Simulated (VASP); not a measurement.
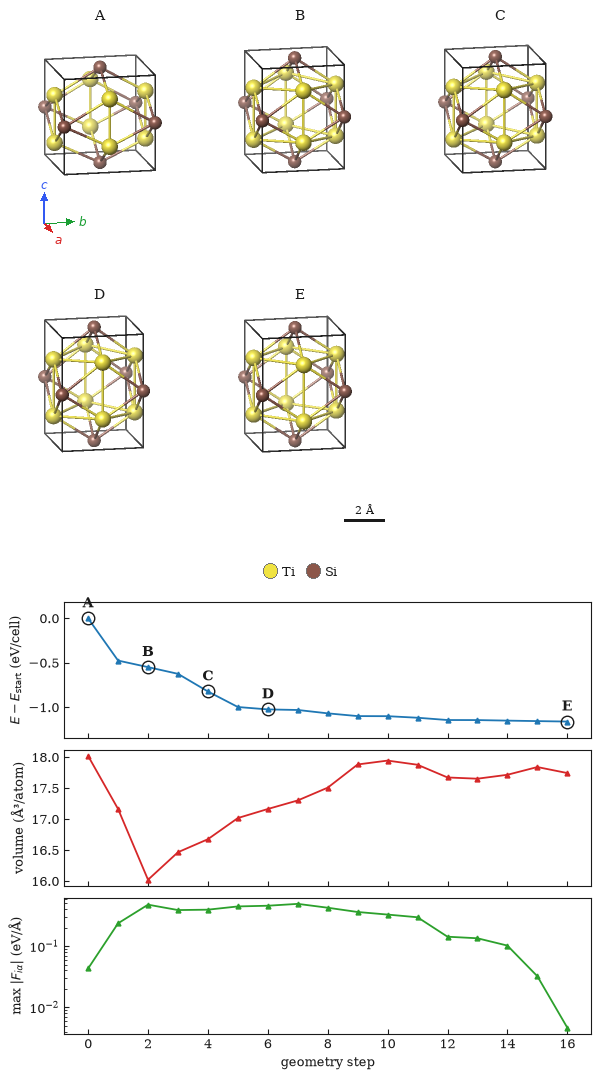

Frames of a relaxation of solid Ti₂Si (a generated structure, set up in P4_2/nmc), marked on the history of the run. A ball-and-stick model of the cell of the calculation, seen slightly off an axis.

The run lets cell and atoms move.

Level of theory: Kohn-Sham DFT of a periodic cell, PBE, VASP PAW PBE potentials, recommended in VASP 6.6.1.

Input file:
```
PREC = Normal
ENCUT = 520
EDIFF = 1E-4
ISMEAR = 0
SIGMA = 0.15
LREAL = False
LASPH = True
NELM = 60
ALGO = Fast
ISIF = 3
LWAVE = False
LCHARG = False
GGA = PE
IBRION = 2
NSW = 24
EDIFFG = -0.08
```

Run as
```bash
cat potpaw_PBE.64/Ti_sv/POTCAR potpaw_PBE.64/Si/POTCAR > POTCAR
mpirun -np 1 vasp_std > vasp.out
```

Describe the path.

Over 16 geometry steps the energy falls by 1.160 eV per cell of the calculation. The largest force component goes from 0.043 to 0.0047 eV/Å. Pressure: −2.82 GPa at the start and −0.22 GPa at the end. The largest moves relative to the cell, 0.12 Å, are those of Ti atoms. Si stays in place. The volume changes by −1.5 %, with a = b 4.688 → 4.267 Å (−9.0 %), c 4.921 → 5.848 Å (+18.8 %). Some distances before and after: Ti–Ti 2.460 → 2.924 Å, Ti–Ti 3.321 → 3.017 Å, Si–Ti 2.696 → 2.588 Å, Si–Ti 2.601 → 2.585 Å. Among the angles between lasting bonds that change: Si–Ti–Si 128.6° → 111.2°, Si–Ti–Si 120.8° → 111.1°, Ti–Ti–Si 115.7° → 124.4°. The space group (tolerance 0.01 Å) goes from P4_2/nmc (No. 137) to I4/mmm (No. 139). It ran on 1 thread of AMD EPYC 7R43 64-Core Processor (Zen 3) (shared host). From step 0 to 2: volume −11.1 %, energy −0.548 eV per cell of the calculation. From step 2 to 4: volume +4.1 %, energy −0.274 eV per cell of the calculation. From step 4 to 6: volume +2.9 %, energy −0.202 eV per cell of the calculation. From step 6 to 16: Ti atoms move most (0.10 Å), volume +3.4 %, energy −0.137 eV per cell of the calculation.

| step | E − E(0), meV/atom | largest force component, eV/Å | pressure, GPa | volume, Å³/atom |
| --- | --- | --- | --- | --- |
| 0 | 0.00 | 0.0432 | -2.82 | 18.020 |
| 1 | -79.01 | 0.2360 | 4.08 | 17.165 |
| 2 | -91.28 | 0.4757 | 14.56 | 16.023 |
| 3 | -103.86 | 0.3884 | 11.31 | 16.467 |
| 4 | -136.93 | 0.3941 | 8.09 | 16.677 |
| 5 | -166.04 | 0.4453 | 5.16 | 17.019 |
| 6 | -170.53 | 0.4572 | 4.08 | 17.165 |
| 7 | -171.59 | 0.4904 | 3.10 | 17.303 |
| 8 | -177.90 | 0.4242 | 1.60 | 17.509 |
| 9 | -183.05 | 0.3611 | -0.79 | 17.883 |
| 10 | -183.22 | 0.3278 | -1.46 | 17.946 |
| 11 | -186.14 | 0.2962 | -1.02 | 17.879 |
| 12 | -190.42 | 0.1425 | 0.20 | 17.674 |
| 13 | -190.51 | 0.1344 | 0.41 | 17.654 |
| 14 | -191.53 | 0.1021 | -0.09 | 17.717 |
| 15 | -192.44 | 0.0322 | -0.73 | 17.842 |
| 16 | -193.29 | 0.0047 | -0.22 | 17.745 |
